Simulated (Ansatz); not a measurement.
System: F₂H₂Si···H₂O.

Input file:

```
crystal:
  periodic: [false, false, false]
  atoms:
    - { symbol: Si, position_ang: [0.0, 0.0, 0.0] }
    - { symbol: H, position_ang: [0.0, 0.0, 1.81] }
    - { symbol: F, position_ang: [1.4994, 0.0, -0.5295] }
    - { symbol: H, position_ang: [-0.6877, 1.1914, -0.4862] }
    - { symbol: F, position_ang: [-0.7489, -1.2974, -0.5295] }
    - { symbol: O, position_ang: [-1.879, 0.0, 0.6243] }
    - { symbol: H, position_ang: [-2.4241, -0.6297, 0.053] }
    - { symbol: H, position_ang: [-0.9605, 0.0, 1.7351] }
basis:
  gaussian: { orbitals: "6-31G*" }
hamiltonian:
  xc: b3lyp
  dispersion: d4
relax:
  f_tol: 0.15
  max_steps: 25
  restrain:
    - { distance: [0, 5], at: 2.88, k: 30.0 }
    - { distance: [7, 1], at: 1.86, k: 30.0 }
    - { distance: [0, 1], at: 1.46, k: 30.0 }
    - { distance: [7, 5], at: 1.01, k: 30.0 }
output:
  orbitals: {}
```

Run with:

```sh
ansatz run input.yaml --threads 2 --pin off --max-ram 3072MiB --backend cpu --events-out ev --progress --plain --runs-dir out
```

The fields are those of the run's last geometry, not of the input's.

Not at a stationary point (largest force 0.9 eV/Å).

The calculation used RKS B3LYP-D4/6-31G* (Ansatz 0.2.0).

What will maps of the electron density and electron localisation function show?

Answer. Si–F (1.61 Å): the density is about 1.1 e/Å³ at the midpoint; the ELF peaks at about 0.85 in the valence shell of F, 0.6 Å from its nucleus, and is about 0.50 at the midpoint.

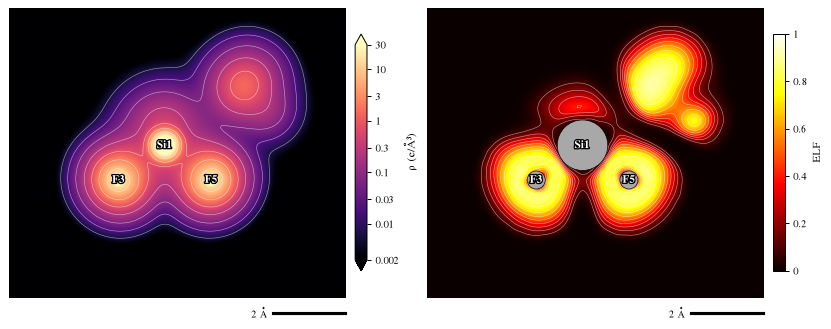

Computed electron density and electron localisation function on the plane of atoms F3, Si1 and F5, in this order. Grey discs cover the atomic cores in the ELF map. 
